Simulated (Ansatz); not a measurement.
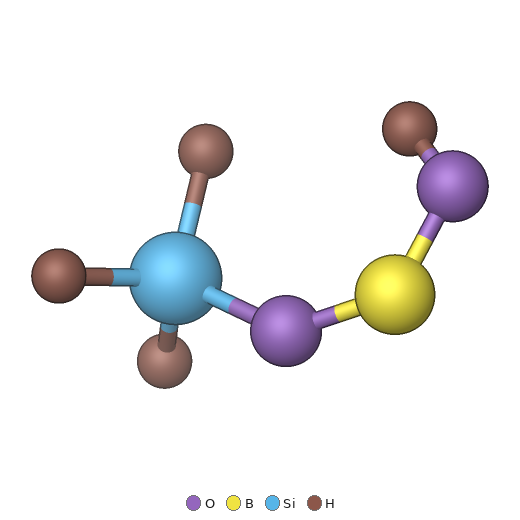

State: neutral, doublet. The computed structure is the end point of a PBE0-D4/def2-TZVP optimisation. No frequency run is at hand to confirm it as a minimum. Program: Ansatz 0.2.0.

Tabulate HOMO energy (eV) at these levels: B3LYP-D4/def2-TZVPP; PBE-D4/def2-TZVPP; PBE0-D4/def2-TZVPP; r2SCAN-D4/def2-TZVPP; ωB97M-V/def2-TZVPP; ωB97X-V/def2-TZVPP.

| level | HOMO energy (eV) |
| --- | --- |
| B3LYP-D4/def2-TZVPP | −5.56 |
| PBE-D4/def2-TZVPP | −4.62 |
| PBE0-D4/def2-TZVPP | −5.85 |
| r2SCAN-D4/def2-TZVPP | −4.98 |
| ωB97M-V/def2-TZVPP | −7.69 |
| ωB97X-V/def2-TZVPP | −8.06 |
